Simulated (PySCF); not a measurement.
## Electronic structure of C$_{5}$H$_{9}$NOSi (SMILES Cn1ccc(O[SiH3])c1) in real space

| atom | x (Å) | y (Å) | z (Å) |
| --- | --- | --- | --- |
| C | -2.9750 | -0.2629 | 0.2627 |
| N | -1.5415 | -0.2784 | 0.2120 |
| C | -0.7708 | -1.2529 | -0.3270 |
| C | 0.5469 | -0.8956 | -0.2075 |
| C | 0.5700 | 0.3603 | 0.4324 |
| O | 1.6487 | 1.1039 | 0.7616 |
| Si | 3.2367 | 0.8541 | 0.5622 |
| C | -0.7344 | 0.7168 | 0.6779 |
| H | -3.3581 | -1.2405 | -0.0248 |
| H | -3.3178 | -0.0322 | 1.2732 |
| H | -3.3816 | 0.4883 | -0.4203 |
| H | -1.2062 | -2.1350 | -0.7547 |
| H | 1.4027 | -1.4535 | -0.5297 |
| H | 3.6806 | -0.3576 | 1.2572 |
| H | 3.7353 | 2.0773 | 1.1703 |
| H | 3.5887 | 0.7270 | -0.8553 |
| H | -1.1311 | 1.5929 | 1.1492 |

Geometry: GFN2-xTB.

These are results of B3LYP/def2-SVPD, SCF density, gas phase (PySCF), not measurements.

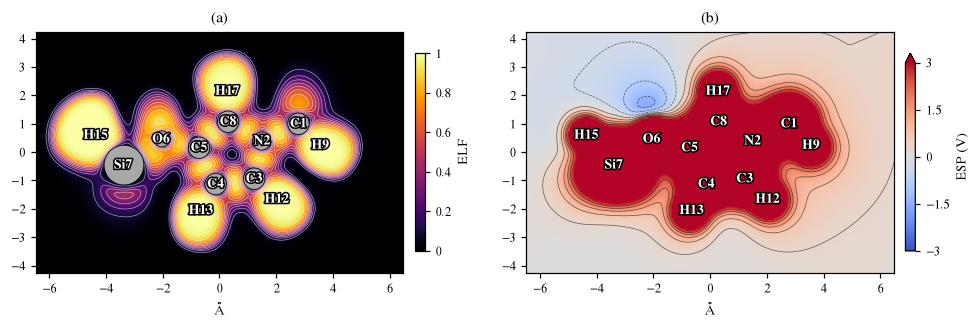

Figure 1. (a) electron localisation function; (b) electrostatic potential on the plane of atoms N2, C8 and H17. Grey discs cover the atomic cores in the ELF map.

Read the bonding off the picture.

Answer.
- The section cuts through C, N, O, Si and H sites.
- C–O (1.35 Å): the ELF peaks at about 0.90 between the atoms, as expected for a shared but strongly polarised pair.
- C–N (1.35 Å): the ELF peaks at about 0.90 between the atoms (a covalent bond).
- C–C (1.37 Å): the ELF peaks at about 0.95 between the atoms, as expected for localised, covalent bonding.
- Si–O (1.62 Å): the ELF peaks at about 0.85 between the atoms, as expected for a polar covalent bond.
- C–H (1.07 Å): the ELF climbs to about 1 towards the hydrogen, as it does in any bond to H; an ordinary covalent bond to hydrogen.
- The ELF also peaks beside O6, away from the bonds: lone-pair regions.
- Outside the dense part of the molecule the potential is most negative (−1.5 V) near O6.

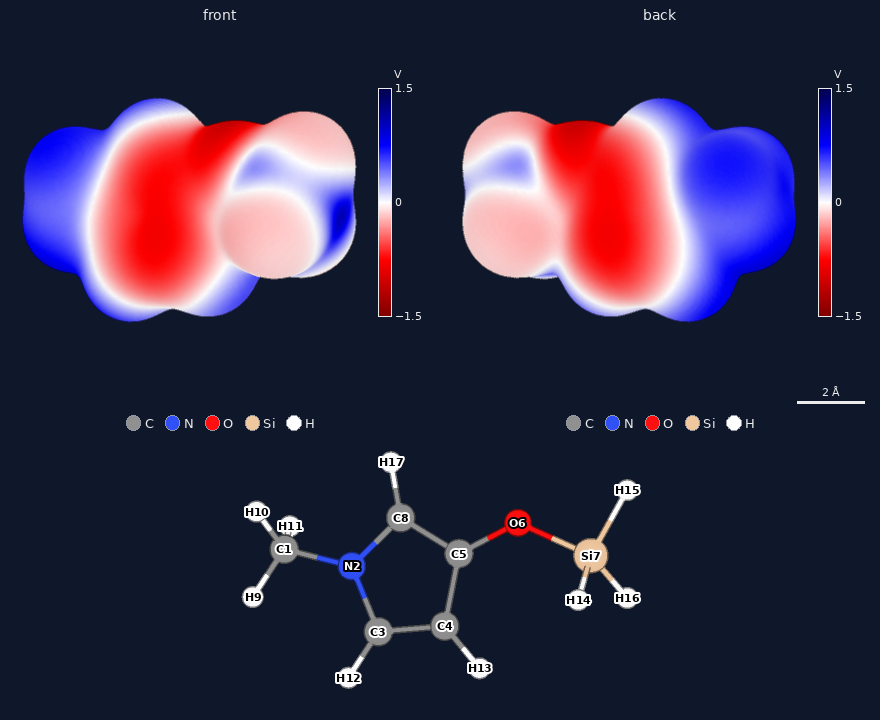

Figure 2. The molecular electrostatic potential painted on the density surface at 0.001 e/bohr³, seen from the front and from behind; red is negative and blue positive. The bare structure is drawn below in the same view.

Where is the surface potential most negative and most positive?

Answer. The most negative region (about −1.0 V, or −23 kcal/mol for a unit charge) lies over O6, the most positive (about +0.9 V, or +21 kcal/mol for a unit charge) over Si7 and H9. O6 is the likeliest acceptor of a hydrogen bond.
